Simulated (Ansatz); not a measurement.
The starting structures come from a database of crystals and need not be the phases stable at ambient conditions.

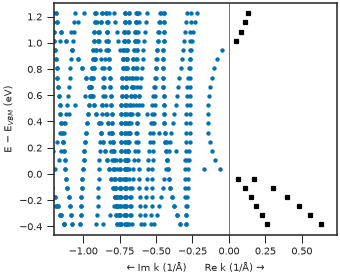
Complex bands at the centre of the two-dimensional zone; r2SCAN (Ansatz, a program for electronic structure)

The gap is the functional's own, uncorrected, and κ follows it; spin-orbit coupling is left out. Mid-gap values are interpolated between the computed energies.

This is Sr2GaCuSO3 (P4/nmm, not sure to be the ambient phase, 16 atoms a cell, 15.1 Å³ an atom, -3 GPa at this level) along the normal of (100). Read off the slowest decay at the centre of the two-dimensional zone at 0.53 eV, the computed energy nearest the middle of the gap.

κ ≈ 0.14 1/Å, a decay length 1/(2κ) of the density of 3.5 Å.
